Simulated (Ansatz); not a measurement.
**LiMg (P4/mmm): all-electron equation of state in Python**

A script is to give an all-electron equation of state; the system is LiMg (P4/mmm).

Computed with Ansatz 0.2.0, driven from Python. Level of theory: DFT PBEsol, all-electron LAPW.

## Step 1: Starting point

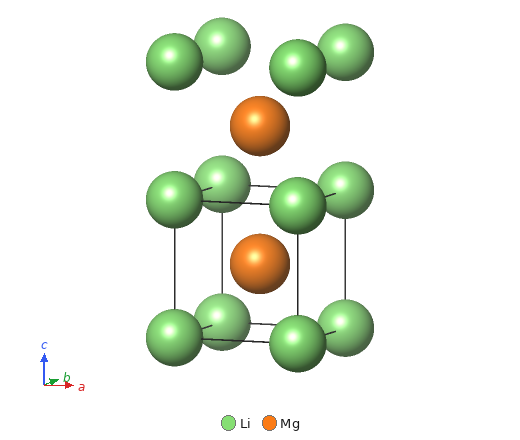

The starting structure, viewed slightly off an axis; lithium green, magnesium orange. 1×1×2 cells are drawn. Atoms on cell faces are repeated.

The script holds or builds the structure itself.

## Step 2: Script

Contents of eos_lapw.py:

```python
'''E(V) of LiMg on LAPW.'''

import ansatz
from ase.eos import EquationOfState
from ase.units import GPa
import numpy as np

VECTORS = np.array([
    [3.3782, 0.0, 0.0],
    [0.0, 3.3782, 0.0],
    [0.0, 0.0, 3.5526],
])
SITES = [
    ('Li', [0.0, 0.0, 0.0]),
    ('Mg', [0.5, 0.5, 0.5]),
]


def build(cell):
    crystal = ansatz.Crystal(lattice=ansatz.Lattice.of(cell))
    for symbol, position in SITES:
        crystal = crystal.atom(symbol, position)
    return crystal

volumes, energies = [], []
for scale in np.linspace(0.94, 1.06, 5):
    cell = VECTORS * scale ** (1 / 3)
    job = build(cell).calculation()
    job = job.functional(ansatz.Functional.PBESOL)
    job = job.occupations(ansatz.OccupationsMethod.METHFESSEL_PAXTON, width=100 * ansatz.meV).kpoints(7, 7, 7)
    job = job.pseudopotentials('all_electron', lapw=True)
    report = job.run().report
    volumes.append(abs(np.linalg.det(cell)) / len(SITES))
    energies.append(report['free_energy_ev'] / len(SITES))
    print(f'{scale:.3f} {volumes[-1]:9.4f} A^3/atom {energies[-1]:16.5f} eV/atom  +- {1000 * report["lapw_basis_errors"]["total_ev_per_atom"]:.2f} meV')
v0, e0, bulk = EquationOfState(volumes, energies, eos='birchmurnaghan').fit()
print(f'V0 = {v0:.4f} A^3/atom, B0 = {bulk / GPa:.1f} GPa')
```

## Step 3: The calls as engine input

The engine receives this input (first run):

```yaml
crystal:
  lattice:
    - [3.30923779246291, 0.0, 0.0]
    - [0.0, 3.30923779246291, 0.0]
    - [0.0, 0.0, 3.480077609822904]
  atoms:
    - { symbol: Li, position: [0.0, 0.0, 0.0] }
    - { symbol: Mg, position: [0.5, 0.5, 0.5] }
kpoints:
  mp_grid:
    grid: [7, 7, 7]
hamiltonian:
  xc: pbesol
  pseudopotentials:
    kind: all_electron
    lapw: {}
scf:
  occupations:
    method: methfessel_paxton
    width: 0.1
```

## Step 4: The run

Launch:

```bash
python eos_lapw.py
```

What it wrote:

```text
0.940   19.0553 A^3/atom      -2821.39152 eV/atom  +- 0.08 meV
0.970   19.6634 A^3/atom      -2821.39408 eV/atom  +- 0.08 meV
1.000   20.2716 A^3/atom      -2821.39341 eV/atom  +- 0.08 meV
1.030   20.8797 A^3/atom      -2821.38997 eV/atom  +- 0.08 meV
1.060   21.4878 A^3/atom      -2821.38412 eV/atom  +- 0.08 meV
V0 = 19.8304 A^3/atom, B0 = 26.5 GPa
```

Run time: 19 s. Hardware: 1 thread of Arm Neoverse N1, shared host; peak memory 0.3 GiB.

## Step 5: Inputs of later runs

The engine's inputs for some of the other runs:

Run 3, against run 1:

```diff
@@ -3,3 +3,3 @@
-    - [3.30923779246291, 0.0, 0.0]
-    - [0.0, 3.30923779246291, 0.0]
-    - [0.0, 0.0, 3.480077609822904]
+    - [3.3782, 0.0, 0.0]
+    - [0.0, 3.3782, 0.0]
+    - [0.0, 0.0, 3.5526]
```

Run 4, against run 1:

```diff
@@ -3,3 +3,3 @@
-    - [3.30923779246291, 0.0, 0.0]
-    - [0.0, 3.30923779246291, 0.0]
-    - [0.0, 0.0, 3.480077609822904]
+    - [3.411649700147578, 0.0, 0.0]
+    - [0.0, 3.411649700147578, 0.0]
+    - [0.0, 0.0, 3.587776545125891]
```

Run 5, against run 1:

```diff
@@ -3,3 +3,3 @@
-    - [3.30923779246291, 0.0, 0.0]
-    - [0.0, 3.30923779246291, 0.0]
-    - [0.0, 0.0, 3.480077609822904]
+    - [3.444456036706731, 0.0, 0.0]
+    - [0.0, 3.444456036706731, 0.0]
+    - [0.0, 0.0, 3.6222765129371655]
```

Lines on the test bed's own set-up are left out of the output.

## Step 6: The runs side by side

From the records of these 5 runs:

```tsv
run	volume (Å³/atom)	energy from run 2 (meV/atom)	SCF cycles	CPU time (s)
1	19.055	2.55	6	4.2
2	19.663	0.00	6	3.6
3	20.272	0.67	6	3.2
4	20.880	4.11	6	3.4
5	21.488	9.96	5	3
```

Energies are free energies F = E - TS of the smeared occupations. 

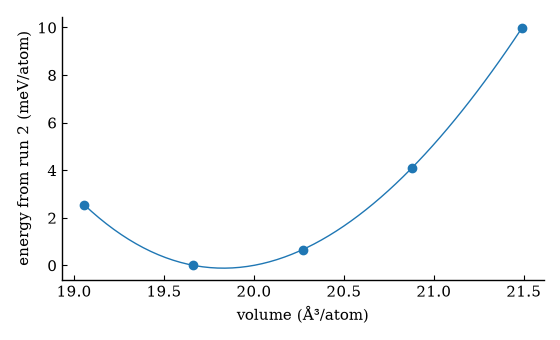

Energy against volume; the line is a third-order Birch-Murnaghan fit.

## Step 7: Outcome

```
                      quantity          value
                 runs compared              5
               range of energy  9.96 meV/atom
lowest point, volume (Å³/atom)         19.663
      equilibrium volume (fit)  19.83 Å³/atom
            bulk modulus (fit)         27 GPa
```

What this shows: A third-order Birch-Murnaghan fit through the 5 points has its minimum at 19.83 Å³ an atom, 2.2 % below the typed cell, with a bulk modulus of 27 GPa and dB/dP = 3.8. From that minimum the energy rises by 2.7 meV an atom on the compressed side and 10.1 meV on the expanded side. What to keep in mind:
- All-electron totals depend on functional, relativistic treatment and basis; only differences at equal settings carry meaning.
- Shape and fractional positions are held along the curve, so the bulk modulus is an upper value where they are free to relax.
- The mesh is modest for a metal, so energies can be off by several to tens of meV an atom and pressures by half a GPa or more; differences at equal mesh fare better.
- The structure comes from a database of computed cells and needn't be a stable or known phase.
